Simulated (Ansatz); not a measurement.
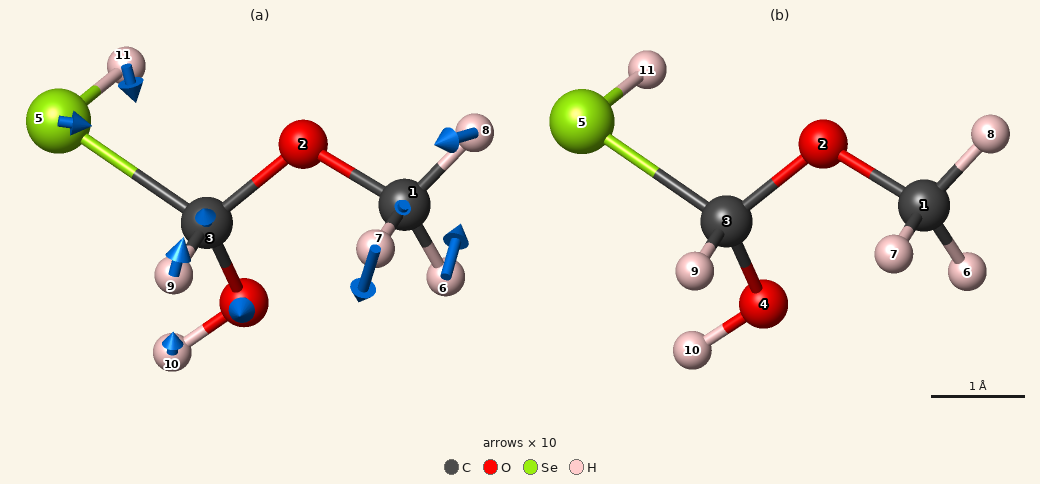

The structure of C₂H₆O₂Se before (left) and after (right) a relaxation, at one scale. The blue arrows give the displacements, 10 times their true length.

The picture is a ball-and-stick view, seen at a tilt.

The start comes from PBE-D4/def2-SVP.

The calculation used Ansatz, RKS PBE0-D4/def2-TZVP.

Input file:
```yaml
crystal:
  periodic: [false, false, false]
  atoms:
    - {symbol: C, position_ang: [-1.347931, 0.508061, 0.839341]}
    - {symbol: O, position_ang: [-0.520572, -0.555204, 0.380243]}
    - {symbol: C, position_ang: [0.697465, -0.131175, -0.107564]}
    - {symbol: O, position_ang: [0.495131, 0.563772, -1.301283]}
    - {symbol: Se, position_ang: [1.891645, -1.730781, -0.350937]}
    - {symbol: H, position_ang: [-1.594015, 1.219442, 0.022187]}
    - {symbol: H, position_ang: [-0.857809, 1.071713, 1.668777]}
    - {symbol: H, position_ang: [-2.279004, 0.048589, 1.220630]}
    - {symbol: H, position_ang: [1.250703, 0.490040, 0.649272]}
    - {symbol: H, position_ang: [1.374022, 0.785809, -1.663155]}
    - {symbol: H, position_ang: [0.955663, -2.327467, -1.336811]}
basis:
  gaussian: {orbitals: def2-TZVP}
hamiltonian: {xc: pbe0, dispersion: d4}
relax: {f_tol: 0.005, max_steps: 150}
```

**Describe what moved and what it gained.**

The energy falls by 1.13 kcal/mol in 9 accepted moves (11 points after the start). Largest force component: 0.68 eV/Å at the start, 0.0021 eV/Å at the end. The line search rejected the trial steps at points 6, 9 of the run. The forces were under the threshold at step 7, but the run went on from there. The largest move after the best rigid fit is that of H7, 0.092 Å. By element the largest moves are H 0.092 Å, O 0.054 Å, Se 0.037 Å, C 0.026 Å. Among the contacts that change: C3–Se5 2.011 → 1.974 Å, C1–H7 1.116 → 1.097 Å, C1–H6 1.111 → 1.092 Å, Se5–H11 1.485 → 1.468 Å.
